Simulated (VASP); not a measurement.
Band structure of CaS (relaxed from the rock salt structure, space group Fm-3m). These are PBE GGA, VASP's PBE PAW potentials (set 64) (plane waves; VASP) values and carry that method's errors.

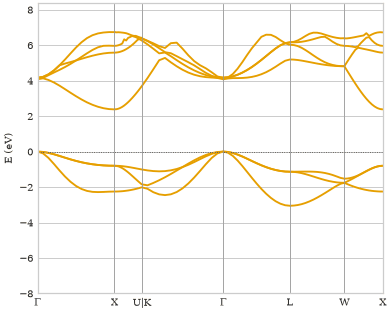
*Bands along high-symmetry lines, zero at the valence-band maximum or, without a gap, the Fermi level*

Read the plot: is there a gap, and where are the band edges?

The gap is indirect, 2.38 eV, from the valence maximum at Γ to the conduction minimum at X. (Edges off the drawn lines would not show.)

The structure was generated: CaS was put into the rock salt type (Fm-3m), which need not be its known phase. It was relaxed first, which changed the volume by -16 %.
